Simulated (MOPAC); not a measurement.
C$_{3}$H$_{9}$B: geometry relaxation (part 2 of 3)

C$_{3}$H$_{9}$B, SMILES CBCC; PM6-DH+, closed shell, dispersion DH+ (MOPAC 23.2.5). The atoms were displaced at random from an optimised geometry.

Geometry of the input (Å):
```
C  -0.9352  1.2160  0.8507
B  0.5320  0.7026  0.6847
C  0.9375  -0.5056  -0.2409
C  -0.1232  -1.2605  -0.9976
H  -1.0301  2.1378  0.2595
H  -1.1571  1.5330  1.8589
H  -1.7121  0.5347  0.4934
H  1.3931  1.2854  1.2605
H  1.5412  -1.1801  0.4274
H  1.7354  -0.1043  -0.9055
H  -0.8369  -1.7012  -0.3392
H  0.3094  -2.0741  -1.6092
H  -0.6545  -0.5816  -1.6914
```

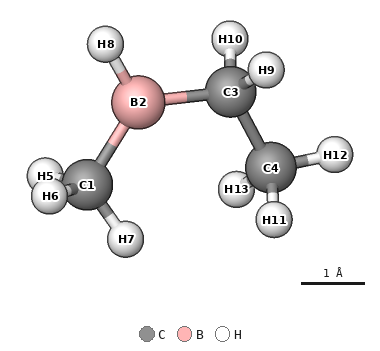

The geometry at step 23 of the log (ball-and-stick view, seen at a tilt; atoms are numbered from 1 in the order of the input).

### The program's output, continued
```
   ATOM   CHEMICAL          X               Y               Z
  NUMBER   SYMBOL      (ANGSTROMS)     (ANGSTROMS)     (ANGSTROMS)

     1       C         -0.93555796  *   1.17214150  *   0.83090697  *
     2       B          0.54760257  *   0.67862187  *   0.72065907  *
     3       C          0.97384813  *  -0.51078094  *  -0.21675487  *
     4       C         -0.13385944  *  -1.15695046  *  -1.02171060  *
     5       H         -1.20409333  *   1.65232976  *  -0.11496481  *
     6       H         -1.07496760  *   1.88635868  *   1.63983468  *
     7       H         -1.61409619  *   0.32924500  *   0.97517432  *
     8       H          1.39128770  *   1.22117758  *   1.35366065  *
     9       H          1.47481412  *  -1.24794539  *   0.43931491  *
    10       H          1.76708415  *  -0.11092310  *  -0.87635040  *
    11       H         -0.90161144  *  -1.59836010  *  -0.37451013  *
    12       H          0.24893394  *  -1.95986734  *  -1.66388811  *
    13       H         -0.63734258  *  -0.43239934  *  -1.67329840  *

                             CARTESIAN COORDINATES

   1    C       -0.935557963     1.172141499     0.830906968
   2    B        0.547602574     0.678621869     0.720659073
   3    C        0.973848130    -0.510780944    -0.216754875
   4    C       -0.133859438    -1.156950462    -1.021710600
   5    H       -1.204093327     1.652329764    -0.114964806
   6    H       -1.074967595     1.886358682     1.639834680
   7    H       -1.614096190     0.329244998     0.975174322
   8    H        1.391287704     1.221177577     1.353660654
   9    H        1.474814124    -1.247945389     0.439314913
  10    H        1.767084147    -0.110923098    -0.876350402
  11    H       -0.901611438    -1.598360103    -0.374510129
  12    H        0.248933938    -1.959867341    -1.663888114
  13    H       -0.637342583    -0.432399344    -1.673298399

           Empirical Formula: C3 H9 B  =    13 atoms

      MOLECULAR POINT GROUP   :   C1

                  EIGENVALUES
 -26.84214 -24.31718 -21.50148 -15.56937 -15.03219 -14.69582 -13.37477 -13.17283
 -12.83000 -11.79632 -10.75093 -10.38506   0.61708   2.86040   4.66964   4.78346
   5.74624   5.88983   6.07756   6.10370   6.32265   6.45195   6.80004   7.00361
   7.35029

              NET ATOMIC CHARGES AND DIPOLE CONTRIBUTIONS

  ATOM NO.   TYPE          CHARGE      No. of ELECS.   s-Pop       p-Pop
    1          C          -0.611092        4.6111     1.09233     3.51876
    2          B           0.180171        2.8198     1.10017     1.71965
    3          C          -0.373367        4.3734     1.09054     3.28282
    4          C          -0.427275        4.4273     1.07565     3.35163
    5          H           0.170098        0.8299     0.82990
    6          H           0.153680        0.8463     0.84632
    7          H           0.166346        0.8337     0.83365
    8          H           0.031593        0.9684     0.96841
    9          H           0.147194        0.8528     0.85281
   10          H           0.146415        0.8536     0.85358
   11          H           0.140321        0.8597     0.85968
   12          H           0.135291        0.8647     0.86471
   13          H           0.140625        0.8594     0.85937
 DIPOLE           X         Y         Z       TOTAL
 POINT-CHG.     0.301     0.025     0.002     0.302
 HYBRID        -0.433    -0.209    -0.300     0.567
 SUM           -0.132    -0.184    -0.299     0.375

          ATOMIC ORBITAL ELECTRON POPULATIONS

     Atom    s        px        py        pz
    1  C   1.09233   1.18794   1.16792   1.16291
    2  B   1.10017   0.78522   0.50930   0.42514
    3  C   1.09054   1.06507   1.11814   1.09961
    4  C   1.07565   1.09476   1.13381   1.12306
    5  H   0.82990
    6  H   0.84632
    7  H   0.83365
    8  H   0.96841
    9  H   0.85281
   10  H   0.85358
   11  H   0.85968
   12  H   0.86471
   13  H   0.85937

 *                    *
 * JOB ENDED NORMALLY *
 *                    *

 TOTAL JOB TIME:             0.22 SECONDS

 == MOPAC DONE ==
```

### Trajectory as extended XYZ (Å, eV, eV/Å), 36 of the 102 frames kept, from step=0 to step=101
```
13
Properties=species:S:1:pos:R:3:forces:R:3 step=0 energy=-0.52846
C    -0.9352    1.2160    0.8507   -0.2817   0.2109  -0.3691
B     0.5320    0.7026    0.6847   -0.1023  -0.1101  -0.1386
C     0.9375   -0.5056   -0.2409    0.9064  -0.0134   0.4332
C    -0.1232   -1.2605   -0.9976    0.4194   0.4149  -0.6489
H    -1.0301    2.1378    0.2595    0.1167  -0.0556  -0.1307
H    -1.1571    1.5330    1.8589    0.0161  -0.1370   0.3496
H    -1.7121    0.5347    0.4934    0.1665  -0.0455   0.1020
H     1.3931    1.2854    1.2605   -0.0068  -0.0755  -0.0230
H     1.5412   -1.1801    0.4274   -0.3657   0.1114  -0.1283
H     1.7354   -0.1043   -0.9055   -0.2354   0.0327  -0.0909
H    -0.8369   -1.7012   -0.3392   -0.5796  -0.3084   0.4285
H     0.3094   -2.0741   -1.6092   -0.0658   0.1587   0.1047
H    -0.6545   -0.5816   -1.6914    0.0121  -0.1832   0.1116
13
Properties=species:S:1:pos:R:3:forces:R:3 step=3 energy=-0.57029
C    -0.9452    1.2294    0.8486    0.0614  -0.1072  -0.2700
B     0.5240    0.6938    0.6802   -0.0068   0.1837   0.0069
C     0.9614   -0.5086   -0.2386   -0.0803  -0.0224   0.1915
C    -0.1182   -1.2497   -0.9958   -0.0271   0.0426  -0.1881
H    -1.0251    2.1377    0.2346    0.0445  -0.0862   0.0347
H    -1.1527    1.5136    1.8764    0.0358  -0.0242   0.0862
H    -1.7075    0.5276    0.5074    0.0519   0.0034   0.0334
H     1.3912    1.2739    1.2569   -0.0961  -0.0857  -0.0246
H     1.5271   -1.1887    0.4297   -0.0679  -0.0338   0.0172
H     1.7252   -0.1007   -0.9190    0.0480   0.0930  -0.1332
H    -0.8529   -1.7095   -0.3240   -0.0086   0.0720  -0.0006
H     0.3040   -2.0634   -1.6062   -0.0205   0.0637   0.0571
H    -0.6596   -0.5858   -1.6935    0.0657  -0.0987   0.1895
13
Properties=species:S:1:pos:R:3:forces:R:3 step=6 energy=-0.57726
C    -0.9441    1.2251    0.8406    0.0334  -0.0736  -0.0595
B     0.5243    0.6982    0.6750    0.0108   0.0467   0.0621
C     0.9629   -0.5074   -0.2346   -0.0559  -0.0437   0.0445
C    -0.1173   -1.2465   -0.9933   -0.0881   0.0382  -0.0355
H    -1.0216    2.1325    0.2328   -0.0036  -0.0023  -0.0184
H    -1.1467    1.5021    1.8761    0.0433  -0.0185  -0.0034
H    -1.7054    0.5213    0.5099    0.0112  -0.0238  -0.0218
H     1.3876    1.2652    1.2628   -0.0250   0.0037   0.0042
H     1.5195   -1.1952    0.4319   -0.0158   0.0074   0.0197
H     1.7203   -0.0951   -0.9247    0.0426   0.0419  -0.0512
H    -0.8570   -1.7019   -0.3221    0.0261   0.0454   0.0064
H     0.3018   -2.0561   -1.6033    0.0118  -0.0168  -0.0015
H    -0.6621   -0.5825   -1.6784    0.0091  -0.0047   0.0545
13
Properties=species:S:1:pos:R:3:forces:R:3 step=9 energy=-0.57953
C    -0.9417    1.2153    0.8288    0.0015  -0.0495   0.0123
B     0.5293    0.6998    0.6787    0.0093  -0.0557  -0.0455
C     0.9633   -0.5051   -0.2349    0.0090   0.0126   0.0442
C    -0.1229   -1.2416   -0.9907    0.0095   0.0873   0.1442
H    -1.0196    2.1241    0.2262   -0.0236   0.0261  -0.0471
H    -1.1357    1.4872    1.8661   -0.0241   0.0050   0.0389
H    -1.7018    0.5088    0.4987    0.0360   0.0003  -0.0209
H     1.3848    1.2650    1.2760    0.0102   0.0170   0.0137
H     1.5124   -1.1957    0.4346    0.0268   0.0150  -0.0142
H     1.7161   -0.0866   -0.9310    0.0117  -0.0192   0.0164
H    -0.8580   -1.6876   -0.3086    0.0064  -0.0046  -0.0159
H     0.2991   -2.0498   -1.5958   -0.0199  -0.0636  -0.0586
H    -0.6677   -0.5714   -1.6614   -0.0530   0.0293  -0.0673
13
Properties=species:S:1:pos:R:3:forces:R:3 step=12 energy=-0.58079
C    -0.9409    1.2131    0.8275   -0.0249  -0.0389   0.0192
B     0.5302    0.6988    0.6790    0.0324   0.0061  -0.0064
C     0.9642   -0.5046   -0.2338    0.0136  -0.0071   0.0140
C    -0.1247   -1.2376   -0.9872    0.0254   0.0109  -0.0186
H    -1.0211    2.1202    0.2217   -0.0149   0.0233  -0.0247
H    -1.1355    1.4844    1.8663   -0.0256  -0.0030  -0.0084
H    -1.6989    0.5057    0.4928    0.0376   0.0041   0.0026
H     1.3847    1.2671    1.2769   -0.0075  -0.0025  -0.0002
H     1.5148   -1.1951    0.4342    0.0223   0.0056  -0.0104
H     1.7168   -0.0879   -0.9309    0.0128  -0.0121   0.0125
H    -0.8581   -1.6861   -0.3077   -0.0192  -0.0021   0.0123
H     0.2950   -2.0495   -1.5969   -0.0432   0.0132   0.0044
H    -0.6706   -0.5697   -1.6641   -0.0088   0.0025   0.0036
13
Properties=species:S:1:pos:R:3:forces:R:3 step=14 energy=-0.58175
C    -0.9402    1.2068    0.8220    0.0349  -0.0144   0.0047
B     0.5348    0.6995    0.6810   -0.0177   0.0058  -0.0169
C     0.9660   -0.5040   -0.2317    0.0249  -0.0001  -0.0274
C    -0.1283   -1.2308   -0.9839   -0.0030  -0.0083   0.0303
H    -1.0244    2.1110    0.2124   -0.0113   0.0323  -0.0101
H    -1.1358    1.4757    1.8599   -0.0512   0.0140   0.0131
H    -1.6902    0.4956    0.4831   -0.0026  -0.0253   0.0055
H     1.3835    1.2707    1.2828    0.0120  -0.0024   0.0014
H     1.5195   -1.1950    0.4316    0.0138  -0.0197   0.0056
H     1.7191   -0.0895   -0.9292    0.0144  -0.0007  -0.0045
H    -0.8603   -1.6782   -0.3000   -0.0075   0.0083  -0.0036
H     0.2823   -2.0442   -1.5953   -0.0158  -0.0057  -0.0121
H    -0.6777   -0.5631   -1.6584    0.0091   0.0163   0.0141
13
Properties=species:S:1:pos:R:3:forces:R:3 step=17 energy=-0.58293
C    -0.9396    1.2014    0.8157   -0.0033  -0.0059  -0.0005
B     0.5384    0.7000    0.6809   -0.0011  -0.0057  -0.0015
C     0.9723   -0.5051   -0.2310    0.0190  -0.0086  -0.0083
C    -0.1316   -1.2239   -0.9774   -0.0282  -0.0023   0.0042
H    -1.0315    2.1054    0.2042   -0.0015  -0.0171   0.0078
H    -1.1495    1.4711    1.8515   -0.0187   0.0060  -0.0084
H    -1.6791    0.4778    0.4759   -0.0005   0.0129   0.0058
H     1.3826    1.2720    1.2880    0.0128  -0.0046  -0.0079
H     1.5282   -1.1994    0.4287   -0.0191   0.0033  -0.0068
H     1.7267   -0.0936   -0.9294   -0.0119  -0.0042  -0.0035
H    -0.8650   -1.6681   -0.2918    0.0256   0.0070   0.0010
H     0.2623   -2.0367   -1.6002    0.0096   0.0021   0.0109
H    -0.6834   -0.5482   -1.6426    0.0174   0.0173   0.0072
13
Properties=species:S:1:pos:R:3:forces:R:3 step=20 energy=-0.58322
C    -0.9398    1.1994    0.8148   -0.0058  -0.0065   0.0024
B     0.5389    0.6988    0.6807   -0.0026   0.0057   0.0030
C     0.9745   -0.5056   -0.2317   -0.0058   0.0074  -0.0021
C    -0.1329   -1.2216   -0.9758    0.0058   0.0030   0.0051
H    -1.0328    2.1024    0.2028    0.0055  -0.0052  -0.0064
H    -1.1552    1.4722    1.8486   -0.0027  -0.0023  -0.0017
H    -1.6787    0.4757    0.4744   -0.0026   0.0029   0.0047
H     1.3839    1.2708    1.2864    0.0113   0.0029   0.0013
H     1.5277   -1.2008    0.4277    0.0012  -0.0047   0.0031
H     1.7273   -0.0949   -0.9317   -0.0041  -0.0039   0.0009
H    -0.8634   -1.6649   -0.2876    0.0038   0.0024  -0.0007
H     0.2604   -2.0350   -1.5980   -0.0046   0.0010  -0.0048
H    -0.6817   -0.5406   -1.6378    0.0007  -0.0027  -0.0048
13
Properties=species:S:1:pos:R:3:forces:R:3 step=23 energy=-0.58328
C    -0.9399    1.1983    0.8147   -0.0009  -0.0024   0.0006
B     0.5395    0.6992    0.6814    0.0015  -0.0021   0.0000
C     0.9745   -0.5053   -0.2313    0.0007  -0.0017  -0.0008
C    -0.1331   -1.2204   -0.9756    0.0003  -0.0014  -0.0008
H    -1.0322    2.0989    0.1989    0.0039  -0.0026   0.0013
H    -1.1569    1.4723    1.8476    0.0005   0.0056  -0.0008
H    -1.6789    0.4743    0.4757   -0.0011  -0.0047   0.0014
H     1.3857    1.2712    1.2860   -0.0006   0.0015  -0.0010
H     1.5276   -1.2016    0.4277   -0.0035   0.0029   0.0006
H     1.7271   -0.0963   -0.9320    0.0043   0.0041   0.0001
H    -0.8628   -1.6632   -0.2865   -0.0040  -0.0005  -0.0022
H     0.2585   -2.0338   -1.5990    0.0004   0.0006   0.0012
H    -0.6815   -0.5396   -1.6381   -0.0015   0.0008   0.0004
13
Properties=species:S:1:pos:R:3:forces:R:3 step=26 energy=-0.58332
C    -0.9400    1.1970    0.8152    0.0008   0.0002   0.0028
B     0.5399    0.6991    0.6818   -0.0044  -0.0018  -0.0007
C     0.9745   -0.5052   -0.2312   -0.0010   0.0003  -0.0010
C    -0.1331   -1.2198   -0.9760   -0.0029   0.0013  -0.0004
H    -1.0303    2.0956    0.1958   -0.0026  -0.0040  -0.0021
H    -1.1580    1.4761    1.8465    0.0042   0.0032   0.0011
H    -1.6797    0.4719    0.4795    0.0077   0.0016   0.0009
H     1.3870    1.2722    1.2843   -0.0067   0.0005  -0.0001
H     1.5262   -1.2012    0.4291   -0.0002  -0.0014  -0.0016
H     1.7278   -0.0959   -0.9310    0.0013  -0.0019   0.0006
H    -0.8637   -1.6625   -0.2878   -0.0013   0.0002   0.0005
H     0.2577   -2.0333   -1.5996    0.0049  -0.0011   0.0002
H    -0.6814   -0.5388   -1.6385    0.0002   0.0031  -0.0002
13
Properties=species:S:1:pos:R:3:forces:R:3 step=29 energy=-0.58336
C    -0.9398    1.1959    0.8162    0.0011   0.0041  -0.0021
B     0.5398    0.6987    0.6823    0.0039   0.0021   0.0012
C     0.9744   -0.5051   -0.2312   -0.0009  -0.0005   0.0013
C    -0.1334   -1.2188   -0.9767    0.0000   0.0014  -0.0004
H    -1.0292    2.0898    0.1900   -0.0082   0.0016  -0.0004
H    -1.1576    1.4818    1.8457    0.0035   0.0027  -0.0008
H    -1.6787    0.4686    0.4843   -0.0029  -0.0037   0.0029
H     1.3865    1.2738    1.2832   -0.0012  -0.0017   0.0026
H     1.5249   -1.2015    0.4296    0.0015  -0.0043  -0.0001
H     1.7292   -0.0959   -0.9297   -0.0034  -0.0045  -0.0013
H    -0.8650   -1.6612   -0.2891    0.0024   0.0017  -0.0001
H     0.2580   -2.0327   -1.5995   -0.0001   0.0032  -0.0017
H    -0.6812   -0.5369   -1.6389    0.0043  -0.0021  -0.0011
13
Properties=species:S:1:pos:R:3:forces:R:3 step=32 energy=-0.58346
C    -0.9398    1.1940    0.8180    0.0003  -0.0019  -0.0042
B     0.5403    0.6983    0.6840    0.0029  -0.0038   0.0012
C     0.9742   -0.5053   -0.2304    0.0072  -0.0037   0.0042
C    -0.1339   -1.2157   -0.9787    0.0079  -0.0018  -0.0027
H    -1.0314    2.0744    0.1728   -0.0186  -0.0028   0.0023
H    -1.1556    1.5001    1.8419    0.0082   0.0047  -0.0049
H    -1.6768    0.4568    0.5043   -0.0082   0.0035  -0.0019
H     1.3845    1.2763    1.2849    0.0140  -0.0070   0.0013
H     1.5223   -1.2052    0.4292   -0.0035   0.0064   0.0040
H     1.7313   -0.1000   -0.9285   -0.0004   0.0072   0.0027
H    -0.8670   -1.6574   -0.2925   -0.0019  -0.0022  -0.0031
H     0.2588   -2.0289   -1.6019   -0.0080  -0.0007   0.0008
H    -0.6787   -0.5328   -1.6418    0.0001   0.0022   0.0003
13
Properties=species:S:1:pos:R:3:forces:R:3 step=35 energy=-0.58382
C    -0.9396    1.1906    0.8200   -0.0028  -0.0007   0.0057
B     0.5420    0.6972    0.6871   -0.0229  -0.0056  -0.0027
C     0.9746   -0.5065   -0.2284   -0.0107   0.0029  -0.0025
C    -0.1335   -1.2102   -0.9833   -0.0010  -0.0025   0.0021
H    -1.0478    2.0431    0.1410   -0.0103  -0.0101  -0.0183
H    -1.1459    1.5415    1.8308    0.0085  -0.0047   0.0135
H    -1.6768    0.4358    0.5484    0.0146   0.0143  -0.0051
H     1.3854    1.2745    1.2901    0.0100  -0.0106  -0.0071
H     1.5166   -1.2095    0.4329   -0.0010   0.0058  -0.0006
H     1.7333   -0.1041   -0.9255    0.0216   0.0152   0.0090
H    -0.8709   -1.6516   -0.3018   -0.0043  -0.0037   0.0000
H     0.2578   -2.0217   -1.6089    0.0006  -0.0127   0.0008
H    -0.6733   -0.5240   -1.6470   -0.0023   0.0124   0.0054
13
Properties=species:S:1:pos:R:3:forces:R:3 step=38 energy=-0.58435
C    -0.9394    1.1888    0.8234    0.0077  -0.0157  -0.0030
B     0.5408    0.6946    0.6897    0.0239   0.0046   0.0033
C     0.9740   -0.5072   -0.2269    0.0110  -0.0027   0.0024
C    -0.1332   -1.2045   -0.9884   -0.0021   0.0040  -0.0012
H    -1.0657    2.0004    0.1005   -0.0020   0.0341  -0.0077
H    -1.1329    1.5814    1.8206   -0.0049   0.0176   0.0062
H    -1.6719    0.4181    0.5933   -0.0288  -0.0337   0.0046
H     1.3885    1.2683    1.2898    0.0041   0.0026   0.0073
H     1.5109   -1.2125    0.4357   -0.0024  -0.0060   0.0023
H     1.7417   -0.1016   -0.9135   -0.0120  -0.0091  -0.0052
H    -0.8758   -1.6458   -0.3118    0.0072   0.0021  -0.0006
H     0.2559   -2.0172   -1.6147   -0.0033   0.0136   0.0001
H    -0.6683   -0.5097   -1.6476    0.0016  -0.0113  -0.0086
13
Properties=species:S:1:pos:R:3:forces:R:3 step=40 energy=-0.58482
C    -0.9394    1.1852    0.8250   -0.0224   0.0225  -0.0052
B     0.5425    0.6936    0.6927   -0.0086   0.0056  -0.0003
C     0.9745   -0.5083   -0.2250   -0.0068   0.0008  -0.0023
C    -0.1330   -1.1989   -0.9924   -0.0061   0.0026   0.0001
H    -1.0807    1.9704    0.0720    0.0077  -0.0339   0.0274
H    -1.1245    1.6194    1.8082   -0.0006  -0.0145  -0.0308
H    -1.6712    0.3994    0.6346    0.0254   0.0227   0.0123
H     1.3896    1.2666    1.2945   -0.0018  -0.0014  -0.0004
H     1.5057   -1.2168    0.4391   -0.0024  -0.0038  -0.0045
H     1.7439   -0.1058   -0.9107    0.0073  -0.0017   0.0009
H    -0.8792   -1.6401   -0.3201    0.0030   0.0020   0.0024
H     0.2546   -2.0102   -1.6209    0.0044   0.0031   0.0001
H    -0.6633   -0.5012   -1.6524    0.0010  -0.0040   0.0002
13
Properties=species:S:1:pos:R:3:forces:R:3 step=43 energy=-0.58466
C    -0.9404    1.1819    0.8278    0.0960  -0.0668   0.0208
B     0.5419    0.6913    0.6966    0.0465  -0.0118   0.0021
C     0.9742   -0.5093   -0.2227    0.0257   0.0013   0.0077
C    -0.1337   -1.1884   -0.9990    0.0202  -0.0070  -0.0055
H    -1.1038    1.9024    0.0256   -0.0273   0.0868  -0.0857
H    -1.1116    1.6759    1.7792   -0.0211   0.0583   0.0791
H    -1.6594    0.3765    0.7090   -0.0696  -0.0740  -0.0136
H     1.3916    1.2606    1.2980   -0.0057   0.0093   0.0091
H     1.4968   -1.2264    0.4395   -0.0122   0.0076   0.0071
H     1.7560   -0.1100   -0.8974   -0.0292  -0.0082  -0.0056
H    -0.8843   -1.6285   -0.3309   -0.0064   0.0011  -0.0055
H     0.2530   -1.9989   -1.6294   -0.0042   0.0035  -0.0023
H    -0.6553   -0.4838   -1.6576   -0.0127  -0.0002  -0.0077
13
Properties=species:S:1:pos:R:3:forces:R:3 step=46 energy=-0.58577
C    -0.9392    1.1759    0.8301   -0.0150   0.0207  -0.0058
B     0.5449    0.6896    0.7013   -0.0023  -0.0005   0.0003
C     0.9752   -0.5106   -0.2201   -0.0008  -0.0005  -0.0007
C    -0.1337   -1.1793   -1.0046    0.0029  -0.0017  -0.0006
H    -1.1270    1.8493   -0.0156    0.0009  -0.0410   0.0390
H    -1.1027    1.7302    1.7546   -0.0035  -0.0234  -0.0341
H    -1.6542    0.3530    0.7708    0.0326   0.0420   0.0014
H     1.3921    1.2593    1.3058   -0.0011   0.0001   0.0009
H     1.4879   -1.2324    0.4445   -0.0064   0.0051   0.0008
H     1.7602   -0.1169   -0.8930   -0.0018   0.0033   0.0006
H    -0.8901   -1.6178   -0.3422   -0.0057  -0.0020  -0.0037
H     0.2498   -1.9881   -1.6385    0.0040  -0.0054  -0.0007
H    -0.6496   -0.4695   -1.6626   -0.0038   0.0031   0.0027
```
